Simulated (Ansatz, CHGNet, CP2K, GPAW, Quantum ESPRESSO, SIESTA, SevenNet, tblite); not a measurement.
# CP2K runs on Rh(111)/Al(100) interface (85 atoms), part 2 of 2

Wanted: CP2K inputs and outputs for Rh(111)/Al(100) interface (85 atoms), checked against a plane-wave reference.

Program: CP2K 2026.2; the method stands at each step. Banners, paths, timers and routine set-up lines are dropped from the logs unmarked, and long logs keep their key lines alone; longer cuts are marked.

So far. Step 2 (PBE, DZVP-UZH, 350/50 Ry, diagonalisation): Forces lie 5.7 % from the reference's, at 25 times its CPU time (on 4 against 8 cores). Step 3 (PBE+D3(BJ), DZVP-UZH, 350/50 Ry, diagonalisation): Against the first run (5.7 %), the force difference from the reference is 4.8 %, at 1.00 times the CPU time; another functional landing nearer a PBE reference means that errors partly cancel.

### 4. PBE, DZVP-MOLOPT (SR for Rh, Al), 350/50 Ry, diagonalisation

Method: Kohn-Sham DFT, PBE, GTH-PBE pseudopotentials, Gaussian and plane waves, DZVP-MOLOPT-GTH, diagonalisation.

The input, input.inp:

```
&GLOBAL
  PROJECT cell
  RUN_TYPE ENERGY_FORCE
  PRINT_LEVEL LOW
&END GLOBAL
&FORCE_EVAL
  METHOD QS
  STRESS_TENSOR ANALYTICAL
  &DFT
    BASIS_SET_FILE_NAME BASIS_MOLOPT
    POTENTIAL_FILE_NAME GTH_POTENTIALS
    &MGRID
      CUTOFF 350
      REL_CUTOFF 50
    &END MGRID
    &QS
      EPS_DEFAULT 1.0E-12
    &END QS
    &SCF
      SCF_GUESS ATOMIC
      EPS_SCF 1.0E-06
      MAX_SCF 200
      ADDED_MOS 62
      &DIAGONALIZATION
        ALGORITHM STANDARD
      &END DIAGONALIZATION
      &SMEAR ON
        METHOD FERMI_DIRAC
        ELECTRONIC_TEMPERATURE [K] 580
      &END SMEAR
      &MIXING
        METHOD BROYDEN_MIXING
        ALPHA 0.15
        NBROYDEN 8
      &END MIXING
      &PRINT
        &RESTART OFF
        &END RESTART
      &END PRINT
    &END SCF
    &XC
      &XC_FUNCTIONAL PBE
      &END XC_FUNCTIONAL
    &END XC
    &PRINT
      &MULLIKEN ON
      &END MULLIKEN
      &LOWDIN ON
      &END LOWDIN
      &MO ON
        EIGENVALUES T
        OCCUPATION_NUMBERS T
        MO_INDEX_RANGE 397 420
        &EACH
          QS_SCF 0
        &END EACH
        ADD_LAST NUMERIC
      &END MO
    &END PRINT
  &END DFT
  &SUBSYS
    &CELL
      A 14.27420 0.00000 0.00000
      B -2.95580 8.69714 0.00000
      C 0.00000 0.00000 11.72688
    &END CELL
    &COORD
      Rh 8.78998 7.84673 0.02252
      Rh 9.73716 4.89806 2.18425
      Rh 10.78511 6.06878 0.03647
      Rh 11.78737 3.25664 2.23983
      Rh 6.23540 6.95023 0.02193
      Rh 7.20095 4.06887 2.19469
      Rh 8.18403 5.24316 0.01407
      Rh 9.17200 2.29457 2.21368
      Rh 10.21036 3.51747 0.01524
      Rh 11.26341 0.57732 2.17076
      Rh 12.25236 1.73473 0.01431
      Rh 10.25994 7.54346 2.22822
      Rh 1.65543 7.78629 11.69029
      Rh 2.59498 4.92684 2.19985
      Rh 3.60884 6.06852 11.71398
      Rh 4.62217 3.14402 2.16091
      Rh 5.62037 4.33387 11.70472
      Rh 6.66043 1.42859 2.19035
      Rh 7.69732 2.53191 0.02498
      Rh 5.76245 8.41196 2.18331
[... 61 atom lines left out ...]
      Al 4.02826 1.72429 9.02935
      Al 1.18075 7.55590 4.98005
      Al -0.29010 6.10531 7.00048
      Al 1.17820 7.58652 9.04060
    &END COORD
    &KIND Rh
      BASIS_SET DZVP-MOLOPT-SR-GTH-q17
      POTENTIAL GTH-PBE-q17
    &END KIND
    &KIND Al
      BASIS_SET DZVP-MOLOPT-SR-GTH-q3
      POTENTIAL GTH-PBE-q3
    &END KIND
  &END SUBSYS
  &PRINT
    &FORCES ON
    &END FORCES
    &STRESS_TENSOR ON
    &END STRESS_TENSOR
  &END PRINT
&END FORCE_EVAL
```

Command:

```bash
> OMP_NUM_THREADS=1 mpirun -np 4 cp2k.psmp -i input.inp > output.txt
```

Numbers of over 12 decimals in the logs are rounded to 6 here.

The program printed:

```text
CP2K| version string:                                       CP2K version 2026.2
 CP2K| Input file name                                                 input.inp
 GLOBAL| Basis set file name                                        BASIS_MOLOPT
 GLOBAL| Potential file name                                      GTH_POTENTIALS
 GLOBAL| Run type                                                   ENERGY_FORCE
 GLOBAL| Total number of message passing processes                             4
 GLOBAL| Number of threads for this process                                    1
[... lines left out ...]
                        Smear method:                                FERMI_DIRAC
[... lines left out ...]
 Number of electrons:                                                        815
[... lines left out ...]
  Step     Update method      Time    Convergence         Total energy    Change
[... lines left out ...]
  *** SCF run converged in    44 steps ***
[... lines left out ...]
  Fermi energy:                                                 0.352617
  Total energy:                                             -4507.559396
  Total energy (extrapolated to T->0):                      -4507.539635
[... lines left out ...]
 MO| E(Fermi):            0.352617 a.u.          9.595198 eV
[... lines left out ...]
      84     Al       2          2.949713                              0.050287
      85     Al       2          2.523391                              0.476609
 # Total charge                            815.000000                  0.000000
 ENERGY| Total FORCE_EVAL ( QS ) energy [hartree]          -4507.559386
 FORCES| Atomic forces [hartree/bohr]
 FORCES|   Atom     x               y               z               |f|
 FORCES|      1 -2.34566120E-03 -3.68289441E-03 -2.66695440E-02   2.70246261E-02
 FORCES|      2 -1.86213936E-03  7.09566662E-03  2.25909575E-02   2.37522085E-02
 FORCES|      3 -1.42902555E-03  3.34732619E-03 -2.33398310E-02   2.36219055E-02
[...]
FORCES|     84  1.70406222E-03  1.27705455E-03 -2.58892609E-03   3.35219848E-03
 FORCES|     85 -2.92114723E-03 -4.90728522E-03  1.43762337E-02   1.54690221E-02
 FORCES| Sum    -4.66233422E-04 -3.76201439E-04 -7.37097892E-04
 FORCES| Total atomic force                                       9.49849688E-04
 STRESS| Analytical stress tensor [bar]
 STRESS|                        x                   y                   z
 STRESS|      x       -3.26118556651E+04  -2.35727808553E+04   5.10505140555E+03
 STRESS|      y       -2.35727808553E+04   6.07783822023E+04  -1.37782318427E+04
 STRESS|      z        5.10505140555E+03  -1.37782318427E+04  -1.46247367681E+05
 STRESS| 1/3 Trace                                            -3.93602803812E+04
```

It took 7.4 min on 4 MPI ranks of Arm Neoverse V2, shared host; peak memory 4.7 GiB; 30 min of CPU time.

Numbers from this run, and their distance from the reference:

```yaml
r_m_s_force_component: 0.6303 eV/Å
r_m_s_difference_of_force_components: 52.3 meV/Å
longest_difference_of_force_vectors: 163.4 meV/Å
force_difference_over_r_m_s_force: 8.728 %
slope_of_forces_against_the_reference_s: 1.049
correlation_of_force_components: 0.9977
pressure: -3.936 GPa
pressure_difference: 0.8361 GPa
```

Against the first run (5.7 %), the force difference from the reference is 8.7 %, at 0.76 times the CPU time, with 1625 basis functions against 1625; this set comes with other potentials too, so the change isn't the basis's alone.

The difference per atom is largest on Rh (0.13 eV/Å on average, against 0.029 on Al).

### 5. BLYP, DZVP-MOLOPT-SR, 350/50 Ry, diagonalisation

Method: Kohn-Sham DFT, BLYP, GTH-BLYP pseudopotentials, Gaussian and plane waves, DZVP-MOLOPT-SR-GTH, diagonalisation.

Edit input.inp of step 4 so:

```diff
@@ -41,3 +41,3 @@
     &XC
-      &XC_FUNCTIONAL PBE
+      &XC_FUNCTIONAL BLYP
       &END XC_FUNCTIONAL
@@ -67,2 +67,3 @@
     &COORD
+      SCALED
 [... 85 atom lines left out: the same atoms as in the first run ...]
@@ -71,3 +72,3 @@
       BASIS_SET DZVP-MOLOPT-SR-GTH-q17
-      POTENTIAL GTH-PBE-q17
+      POTENTIAL GTH-BLYP-q17
     &END KIND
@@ -75,3 +76,3 @@
       BASIS_SET DZVP-MOLOPT-SR-GTH-q3
-      POTENTIAL GTH-PBE-q3
+      POTENTIAL GTH-BLYP-q3
     &END KIND
```

The program printed:

```text
CP2K| version string:                                       CP2K version 2026.2
 CP2K| Input file name                                                 input.inp
 GLOBAL| Basis set file name                                        BASIS_MOLOPT
 GLOBAL| Potential file name                                      GTH_POTENTIALS
[... lines left out ...]
 Number of electrons:                                                        815
[... lines left out ...]
  Step     Update method      Time    Convergence         Total energy    Change
[... lines left out ...]
  *** SCF run converged in    44 steps ***
[... lines left out ...]
  Fermi energy:                                                 0.368475
  Total energy:                                             -4496.118695
  Total energy (extrapolated to T->0):                      -4496.099065
[... lines left out ...]
 MO| E(Fermi):            0.368475 a.u.         10.026717 eV
[... lines left out ...]
 ENERGY| Total FORCE_EVAL ( QS ) energy [hartree]          -4496.118672
[... lines left out ...]
 FORCES|      1 -9.91924927E-04 -4.65278064E-03 -3.52949550E-02   3.56141282E-02
 FORCES|      2 -1.78633076E-03  6.82108060E-03  3.13387587E-02   3.21222028E-02
 FORCES|      3 -1.58028005E-03  2.83136774E-03 -2.90921159E-02   2.92722588E-02
[...]
FORCES|     84  1.27218359E-03  8.01417547E-04 -1.64586714E-03   2.22925992E-03
 FORCES|     85 -2.04741233E-03 -3.71096889E-03  1.20367067E-02   1.27610930E-02
 FORCES| Sum    -2.56695066E-03 -2.93861358E-03 -2.05186523E-03
 FORCES| Total atomic force                                       4.40849593E-03
 STRESS| Analytical stress tensor [bar]
 STRESS|                        x                   y                   z
 STRESS|      x        2.41815855960E+04  -2.29193771966E+04   5.14663208028E+03
 STRESS|      y       -2.29193771966E+04   1.21536893371E+05  -1.39262376640E+04
 STRESS|      z        5.14663208028E+03  -1.39262376640E+04  -8.96017002290E+04
 STRESS| 1/3 Trace                                             1.87055929126E+04
```

Run time: 7.3 min. Hardware: 4 MPI ranks; peak memory 4.8 GiB; 29 min of CPU time.

Numbers from this run, and their distance from the reference:

```yaml
r_m_s_force_component: 0.7206 eV/Å
r_m_s_difference_of_force_components: 215.9 meV/Å
longest_difference_of_force_vectors: 608.5 meV/Å
force_difference_over_r_m_s_force: 36.02 %
slope_of_forces_against_the_reference_s: 1.158
correlation_of_force_components: 0.9631
pressure: 1.871 GPa
pressure_difference: 6.643 GPa
```

Against the first run (5.7 %), the force difference from the reference is 36 %, at 0.75 times the CPU time; the model has changed, so this is no error of the program alone.

The difference per atom is largest on Rh (0.51 eV/Å on average, against 0.16 on Al).

### 6. Side by side

Differences are against the plane-wave reference, forces as r.m.s. over components; share is that over the reference's r.m.s. force, slope the least-squares factor from reference forces to these. Total energies of different programs have different zeros and aren't compared.

| run | Δ force, r.m.s. (meV/Å) | share (%) | slope | Δ pressure (GPa) | cores | CPU time | memory (GiB) |
| --- | --- | --- | --- | --- | --- | --- | --- |
| reference | - | - | - | - | 8 | 94 s | 2.2 |
| CP2K PBE, DZVP-UZH, 350/50 Ry, diagonalisation | 34.1 | 5.69 | 1.025 | 0.856 | 4 | 39 min | 4.9 |
| CP2K PBE+D3(BJ), DZVP-UZH, 350/50 Ry, diagonalisation | 28.8 | 4.81 | 1.029 | -3.06 | 4 | 39 min | 5.0 |
| CP2K PBE, DZVP-MOLOPT (SR for Rh, Al), 350/50 Ry, diagonalisation | 52.3 | 8.73 | 1.049 | 0.836 | 4 | 30 min | 4.7 |
| CP2K BLYP, DZVP-MOLOPT-SR, 350/50 Ry, diagonalisation | 216 | 36.0 | 1.158 | 6.64 | 4 | 29 min | 4.8 |

CPU time is summed over cores on a shared host, where runs went side by side, so it is rough. Symmetry, cutoffs, thresholds, outputs and thread counts weren't matched or tuned between programs; memory under MPI is the largest rank's times the ranks.

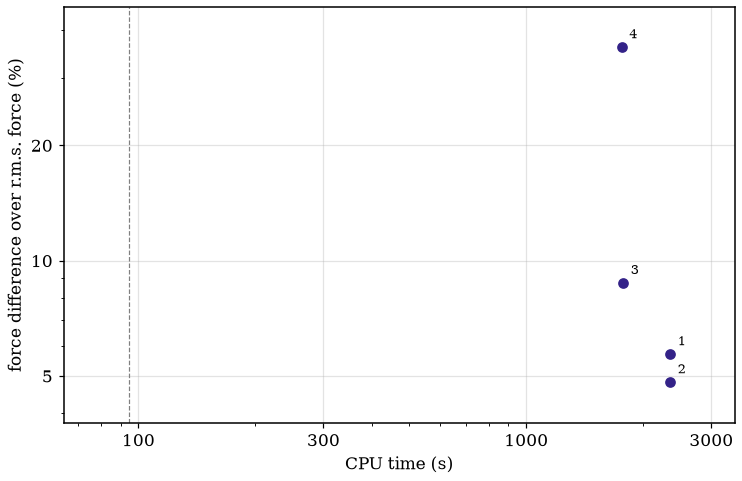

Force difference against CPU time; the dashed line marks the reference's time. Points: 1 CP2K PBE, DZVP-UZH, 350/50 Ry, diagonalisation; 2 CP2K PBE+D3(BJ), DZVP-UZH, 350/50 Ry, diagonalisation; 3 CP2K PBE, DZVP-MOLOPT (SR for Rh, Al), 350/50 Ry, diagonalisation; 4 CP2K BLYP, DZVP-MOLOPT-SR, 350/50 Ry, diagonalisation.

Mean charges by element (e), by run and scheme:

| run | scheme | Rh | Al |
| --- | --- | --- | --- |
| reference | Löwdin | +0.13 | 0.00 |
| CP2K PBE, DZVP-UZH, 350/50 Ry, diagonalisation | Mulliken | +0.02 | -0.02 |
| CP2K PBE+D3(BJ), DZVP-UZH, 350/50 Ry, diagonalisation | Mulliken | +0.02 | -0.02 |
| CP2K PBE, DZVP-MOLOPT (SR for Rh, Al), 350/50 Ry, diagonalisation | Mulliken | -0.07 | +0.06 |
| CP2K BLYP, DZVP-MOLOPT-SR, 350/50 Ry, diagonalisation | Mulliken | -0.10 | +0.09 |

Among metals, projection charges depend strongly on the orbitals used. The reference's Löwdin charges lack the electrons that the projection spills, 0.060 e an atom on average.

Further runs of this program without a result: CP2K GFN1-xTB, diagonalisation (not converged); CP2K PBE, SZV-MOLOPT-SR, 350/50 Ry, diagonalisation (cut off at its time limit).

### 7. Results

```yaml
nearest_in_forces: CP2K PBE+D3(BJ), DZVP-UZH, 350/50 Ry, diagonalisation, 4.8 %
its_cpu_time: 39 min
```

The PBE runs in local orbitals differ by 5.7 % (CP2K PBE, DZVP-UZH, 350/50 Ry, diagonalisation) to 8.7 % (CP2K PBE, DZVP-MOLOPT (SR for Rh, Al), 350/50 Ry, diagonalisation); basis, grid and potentials can all enter. Rows with another functional or a dispersion term differ by 4.8 % (CP2K PBE+D3(BJ), DZVP-UZH, 350/50 Ry, diagonalisation) to 36 % (CP2K BLYP, DZVP-MOLOPT-SR, 350/50 Ry, diagonalisation), which mixes the change of model with differences of basis and potentials. None of the electronic-structure runs in the table takes under half the reference's CPU time of 94 s; they take 19 to 25 times as much. Charges hang on scheme and program or settings: among these rows the mean for Rh runs from -0.10 to +0.13 e, even in sign. The electron count is odd in these runs, and they have no spin polarisation, so the unpaired electron is spread evenly over both spins. The reference's stress is far from hydrostatic: its diagonal is -4.2, 4.9, -15.0 GPa, compression counted positive. The host structure and its lattice constant were typed by rule, without a check against the phase diagram. The reference's pressure of -4.8 GPa belongs to a cell and atoms that aren't relaxed at this level. The electron count is odd and the run has no spin polarisation, so levels at the top are partly filled by construction. The electronic-structure runs sample only Γ, in a cell whose shortest periodic width is 9 Å, which is coarse for a cell with partly filled levels.

[Also dropped from logs without a mark: logging warnings of Python, and SIESTA's first energy breakdown and zero terms.]

[Logs are printed without paths, hosts, clocks, repeated set-up lines and the standing remarks that a program may print on its own settings, such as how far it seeks lower states.]

[Hosts, paths, dates, database ids (printed as entryN), source tags and the programs' standing remarks are cut or masked in the printed files.]
